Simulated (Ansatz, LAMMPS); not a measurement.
# Squeezing and shearing glassy 50SiO2-43CaO-7P2O5 (mol %) (85 atoms): runs compared

Aim: relax glassy 50SiO2-43CaO-7P2O5 (mol %) (85 atoms), then change its volume and shape to read moduli from the stress.

Computed with Ansatz 0.2.0: Kohn-Sham DFT, RPBE, PAW (set soft_2), plane waves.

## Step 1: The cell as built

The cell holds 85 atoms: 15 Si, 13 Ca, 4 P and 53 O. Cell: a = 10.562 Å, b = 10.562 Å, c = 10.562 Å, α = 90.0°, β = 90.0°, γ = 90.0°. 85 atoms (15 Si, 13 Ca, 4 P, 53 O) placed at random at 2.63 g/cm³, melted at 4000 K for 10 ps at fixed volume with the Morse and Coulomb pair potential with partial charges (Pedone, Malavasi, Menziani, Cormack and Segre, J. Phys. Chem. B 110, 11780 (2006)). Quenched from 4000 K to 300 K at 30 K/ps and fixed volume, held 10 ps at zero pressure.

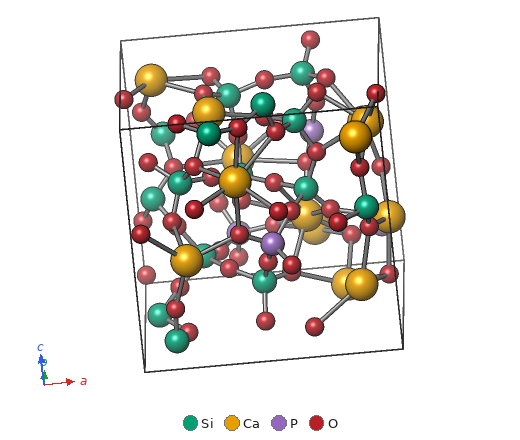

The cell as built. Bonds to atoms that aren't drawn are left out. Some periodic images of atoms are drawn too.

What the set-up can't give: The quench rate of 30 K/ps is orders of magnitude faster than experiment, which tends to freeze in extra defects. The network of bonds at the start is that of the classical potential that made the cell, and needn't be the one that DFT or experiment would give. Sampling is at Γ alone.

## Step 2: The reference run

The reference is a single point at the end of the relaxation.

Every strained cell starts from the geometry of this run, and its atoms are relaxed with the cell held.

Its input, with most atom lines left out:

```yaml
crystal:
  lattice:
    - [10.7089, 0.08412, 0.42572]
    - [0.08412, 10.72155, -0.18378]
    - [0.42572, -0.18378, 10.74574]
  atoms:
    - { symbol: Si, position: [0.63649, 0.44428, 0.55099] }
    - { symbol: Si, position: [0.40758, 0.76431, 0.82433] }
    - { symbol: Si, position: [0.33411, 0.01381, 0.96809] }
    - { symbol: Si, position: [0.50523, 0.42301, 0.18255] }
    - { symbol: Si, position: [0.10716, 0.18472, 0.0786] }
    - { symbol: Si, position: [0.53861, 0.21766, 0.96585] }
    - { symbol: Si, position: [0.07125, 0.45562, 0.08935] }
    [... atom lines 8 to 85 left out ...]
kpoints:
  mp_grid: { grid: [1, 1, 1] }
hamiltonian:
  xc: rpbe
scf:
  occupations: { method: fixed }
output:
  forces: true
  stress: true
  populations: true
  dos:
    method: { smearing: { sigma: 0.15 } }
    de: 0.1
    projected: { site_lists: { Ca: [Ca], O: [O], P: [P], Si: [Si] } }
  eigenvalues: true
  write_density: true
  write_potential: true
  volumetric_format: npy
```

```
free energy per atom   : -783.1662 eV/atom
r.m.s. force component : 0.00842 eV/Å
pressure               : 0.009224 GPa
```

Filled and empty levels are parted by 4.37 eV (at Γ alone); a semilocal functional tends to put such gaps too low. In a disordered cell it changes from sample to sample, and tail or defect levels can set it.

## Step 3: The runs

Each row is one run, on 4 threads of Intel Xeon Platinum 8488C (Sapphire Rapids), shared host. The free energy is the program's total, comparable only between runs with the same functional, potentials and atoms.

```csv
run,atoms,outcome,"ionic steps, all passes",free energy (eV),time,host memory (GiB)
Single point at the start,85,converged,-,-66559.885,6.8 s,1.4
Cell and atoms relaxed,85,converged,25,-66569.127,2.5 min,1.4
Single point at the relaxed geometry,85,converged,-,-66569.127,12 s,1.6
Volume -3 %,85,converged,8,-66568.936,63 s,1.6
Volume +3 %,85,converged,10,-66568.977,84 s,1.6
Volume -6 %,85,converged,12,-66568.322,95 s,1.5
Volume +6 %,85,converged,18,-66568.622,2.6 min,1.7
Volume -10 %,85,converged,24,-66567.033,3 min,1.5
Stretched by 1 % along x,85,converged,5,-66569.102,35 s,1.6
Compressed by 1 % along x,85,converged,5,-66569.093,38 s,1.6
Sheared by 2 % in xy,85,converged,7,-66569.089,54 s,1.6
```

In some runs the program notes that the SCF threshold is loose for the stress.

## Step 4: Pressure against volume

Atoms are relaxed at each volume, in the scaled cell.

```csv
volume change (%),volume (Å³/atom),energy change (meV/atom),pressure (GPa),largest move on relaxing (Å),bonds,gap (eV)
-10,13.038,24.64,5.91,1.11,153,4.68
-6,13.618,9.47,3.62,0.26,149,4.55
-3,14.052,2.25,1.73,0.12,146,4.48
+0,14.487,0.00,0.01,-,142,4.37
+3,14.922,1.76,-1.21,0.27,140,4.29
+6,15.356,5.95,-2.05,0.51,138,4.19
```

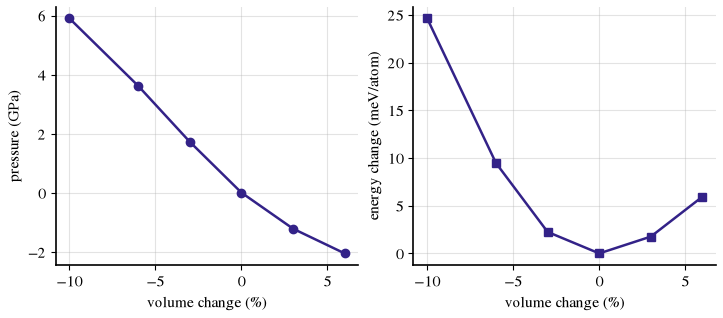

Pressure and energy against volume.

## Step 5: Uniaxial strain and shear

Stress (GPa, compression positive) less that of the relaxed cell, atoms relaxed:

| strain | xx | yy | zz | xy | energy change (meV/atom) |
| --- | --- | --- | --- | --- | --- |
| stretched by 1 % along x | -0.736 | -0.363 | -0.333 | -0.136 | 0.30 |
| compressed by 1 % along x | 0.775 | 0.386 | 0.351 | 0.132 | 0.40 |
| sheared by 2 % in xy | -0.233 | -0.021 | -0.030 | -0.512 | 0.46 |

## Step 6: Outcome

The bulk modulus, from the slope of pressure against ln V over the three points nearest the relaxed volume, is 49.0 GPa; between neighbouring points the slope runs 53, 60, 56, 41 and 29 GPa from the smallest volume up, without a steady fall, so no pressure derivative is given. The count of bonds runs from 138 to 153 over the series, so at some points contacts cross the cutoffs. At -10 % and +6 % some atom moved by over 0.5 Å on relaxing, so those points may sit in another local minimum. The gap goes from 4.68 eV at the smallest volume to 4.19 eV at the largest, -3.0 eV per unit of ln V by a straight line, on the run's k-points. In the Cartesian axes of the cell, finite differences give C11 = 75.6, C12 = 37.4, C13 = 34.2 and C66 = 25.6 GPa (the shear of 2 % is the engineering strain, εxy = 0.01). The mean of C11, C12 and C13, which equals the bulk modulus in a cubic or isotropic solid, is 49.1 GPa: it agrees with the bulk modulus within 10 %. For an isotropic solid C66 would equal (C11 − C12)/2 = 19.1 GPa; so small a sample needn't be isotropic, and C66 rests on one shear. With the bulk modulus and C66 as K and G, Young's modulus would be about 65 GPa and Poisson's ratio 0.28.

**Limits.** Strains are finite and relaxations stop at the force tolerance of the input, which can leave moduli too stiff; they are those of a static cell at zero temperature. Volumes are changed with the cell's shape held, so in an anisotropic solid the modulus lies over the one under free hydrostatic load. The program notes that the SCF threshold of the relaxations is loose for the stress.

The DFT runs together took 15 min of wall time.

[Logs are printed without paths, hosts, clocks, repeated set-up lines and the standing remarks that a program may print on its own settings, such as how far it seeks lower states.]

[Hosts, paths, dates, database ids (printed as entryN), source tags and the programs' standing remarks are cut or masked in the printed files.]
